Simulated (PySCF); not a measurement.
**Geometry relaxation of BSi₂H₅Cl₂F (charge −1)**

BSi₂H₅Cl₂F, charge −1, SMILES F[B-](Cl)(Cl)[SiH2][SiH3], computed with PBE0-D3(BJ)/ma-def2-SVP geometry optimisation, gas phase (PySCF 2.14.0).

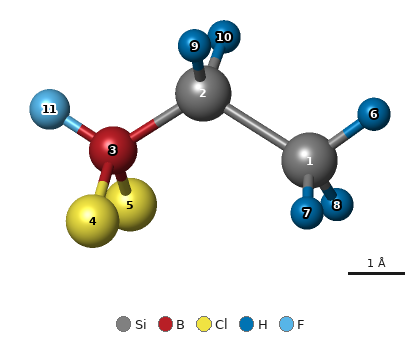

Figure 1. The structure as given in the input (ball-and-stick view, seen at a tilt; atoms are numbered from 1 in the order of the input).

Input:
```
{"job": {"xc": "PBE0", "basis": "ma-def2-SVP", "d3": "d3bj", "grid": 1, "kind": "geom"}, "charge": -1, "multiplicity": 1}
Si    -1.534398    -0.248941     0.113067
Si     0.447248     0.826141    -0.363801
B      2.121815    -0.180075     0.003541
Cl     2.105233    -1.828148    -0.949753
Cl     2.210601    -0.616016     1.854462
H     -2.729233     0.566603    -0.178881
H     -1.800207    -1.480975    -0.639213
H     -1.745064    -0.630750     1.514570
H      0.314436     1.284193    -1.771026
H      0.364676     2.131738     0.340464
F      3.295814     0.468959    -0.321193
```

The first line tells a small driver script what to run in PySCF; the rest is the geometry in Å.

Run on 1 CPU thread, shared host.

Launch command:
```bash
OMP_NUM_THREADS=1 python <driver script> task.json out
```

Output:
```
step   0  E = -1626.08739434  max force = 0.016924
step   1  E = -1626.09226026  max force = 0.002329
step   2  E = -1626.09234989  max force = 0.000627
step   3  E = -1626.09235738  max force = 0.000115
optimisation converged
```

Trajectory as extended XYZ (Å, eV, eV/Å), 4 frames, from step=0 to step=3:
```
11
Properties=species:S:1:pos:R:3:forces:R:3 step=0 energy=-44248.09179
Si   -1.5344   -0.2489    0.1131   -0.1617  -0.0562   0.0173
Si    0.4472    0.8261   -0.3638   -0.1112   0.4232  -0.1556
B     2.1218   -0.1801    0.0035    0.8703  -0.7997   0.3075
Cl    2.1052   -1.8281   -0.9497   -0.1813  -0.1021  -0.1547
Cl    2.2106   -0.6160    1.8545   -0.1666   0.0417   0.1893
H    -2.7292    0.5666   -0.1789   -0.3913   0.4963  -0.1836
H    -1.8002   -1.4810   -0.6392    0.0856  -0.5384  -0.4147
H    -1.7451   -0.6308    1.5146    0.1118  -0.1119   0.6678
H     0.3144    1.2842   -1.7710   -0.0884  -0.0467  -0.4985
H     0.3647    2.1317    0.3405   -0.0677   0.3138   0.3877
F     3.2958    0.4690   -0.3212    0.1004   0.3802  -0.1626
11
Properties=species:S:1:pos:R:3:forces:R:3 step=1 energy=-44248.22420
Si   -1.5413   -0.2597    0.1151   -0.0255   0.0255  -0.0066
Si    0.4477    0.8786   -0.3805    0.0756  -0.0140  -0.0025
B     2.1437   -0.2118    0.0201   -0.0478   0.1198  -0.0529
Cl    2.0257   -1.8264   -0.9787    0.0396  -0.0030   0.0190
Cl    2.1265   -0.6289    1.8749    0.0446  -0.0234  -0.0070
H    -2.7465    0.5981   -0.1920    0.0071  -0.0582   0.0222
H    -1.7155   -1.5188   -0.6846   -0.0033   0.0258   0.0174
H    -1.6602   -0.6344    1.5646   -0.0056   0.0034  -0.0311
H     0.2936    1.2709   -1.8327   -0.0101   0.0257   0.0270
H     0.3415    2.1724    0.3939   -0.0152   0.0010  -0.0338
F     3.3204    0.4528   -0.3003   -0.0594  -0.1025   0.0482
11
Properties=species:S:1:pos:R:3:forces:R:3 step=2 energy=-44248.22664
Si   -1.5382   -0.2535    0.1113   -0.0071  -0.0136   0.0056
Si    0.4518    0.8891   -0.3806   -0.0084   0.0159  -0.0050
B     2.1380   -0.2119    0.0214   -0.0123  -0.0322   0.0100
Cl    2.0189   -1.8269   -0.9819   -0.0023   0.0164   0.0040
Cl    2.1249   -0.6493    1.8742   -0.0031   0.0068  -0.0156
H    -2.7599    0.5805   -0.1860    0.0066  -0.0072   0.0038
H    -1.7034   -1.5125   -0.6889    0.0034   0.0107   0.0072
H    -1.6510   -0.6341    1.5589    0.0016   0.0000  -0.0127
H     0.2963    1.2919   -1.8291    0.0064   0.0014   0.0098
H     0.3395    2.1855    0.3880    0.0039  -0.0076  -0.0055
F     3.3230    0.4335   -0.2883    0.0112   0.0094  -0.0017
11
Properties=species:S:1:pos:R:3:forces:R:3 step=3 energy=-44248.22684
Si   -1.5333   -0.2599    0.1137    0.0008  -0.0001  -0.0008
Si    0.4490    0.8962   -0.3793   -0.0034  -0.0009   0.0030
B     2.1338   -0.2086    0.0185    0.0051   0.0005  -0.0047
Cl    2.0130   -1.8152   -0.9949   -0.0025  -0.0029  -0.0040
Cl    2.1182   -0.6556    1.8671   -0.0029  -0.0015   0.0052
H    -2.7611    0.5656   -0.1787   -0.0059   0.0002   0.0013
H    -1.6911   -1.5177   -0.6882    0.0027   0.0008  -0.0020
H    -1.6403   -0.6450    1.5597    0.0028  -0.0004   0.0006
H     0.2937    1.3050   -1.8253    0.0007  -0.0002  -0.0032
H     0.3359    2.1897    0.3927    0.0010  -0.0009   0.0052
F     3.3208    0.4371   -0.2863    0.0018   0.0056  -0.0005
```

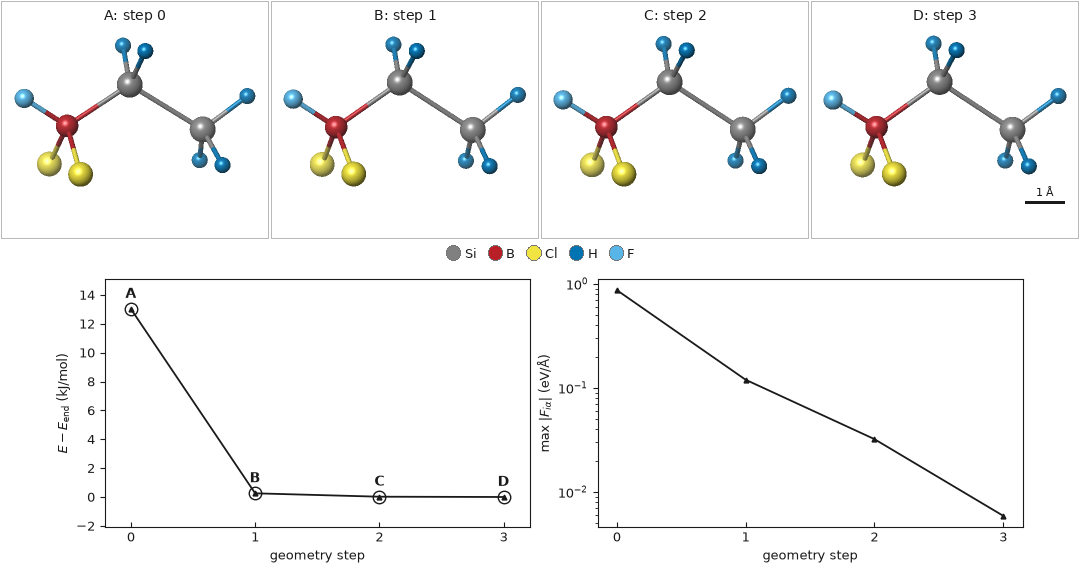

Figure 2. Frames of the relaxation (ball-and-stick view, seen at a tilt) above the curves, on which the letters mark them (steps are counted from 0).

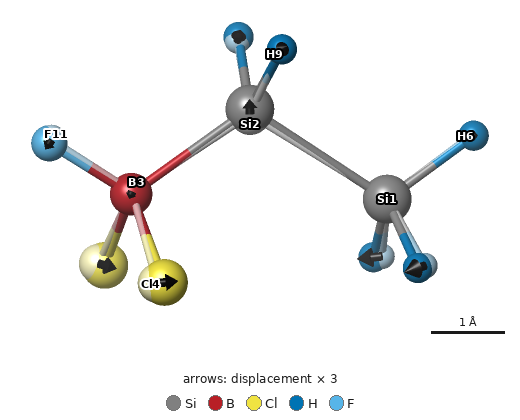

Figure 3. Start (faint) and end (solid) with the displacements as black arrows, magnified 3 times (ball-and-stick view, seen at a tilt). The two geometries are laid on each other by the best rigid fit. Over 3 geometry steps the energy falls by 13.0 kJ/mol. Largest force component: 0.87 eV/Å at the start, 0.0059 eV/Å at the end. The largest moves after the best rigid fit, 0.12 Å, are those of H7 and H8. Largest moves by element: H 0.12 Å, Cl 0.10 Å, Si 0.07 Å, F 0.05 Å, B 0.04 Å. Among the contacts that change: Si2–B3 1.988 → 2.054 Å, Si1–Si2 2.304 → 2.347 Å, Si1–H6 1.476 → 1.508 Å, Si1–H7 1.468 → 1.500 Å. Among the angles that change: H9–Si2–H10 100.0° → 104.5°, Si1–Si2–B3 116.7° → 112.8°, Si2–Si1–H7 116.2° → 112.9°. (Atoms are counted from 1 in the order of the input.)

Key numbers:

```json
{"quantity": "outcome", "value": "converged"}
{"quantity": "total energy", "value": "−1626.092357 hartree"}
{"quantity": "point group", "value": "C1"}
{"quantity": "wall time", "value": "36 s"}
{"quantity": "peak memory", "value": "0.63 GiB"}
```
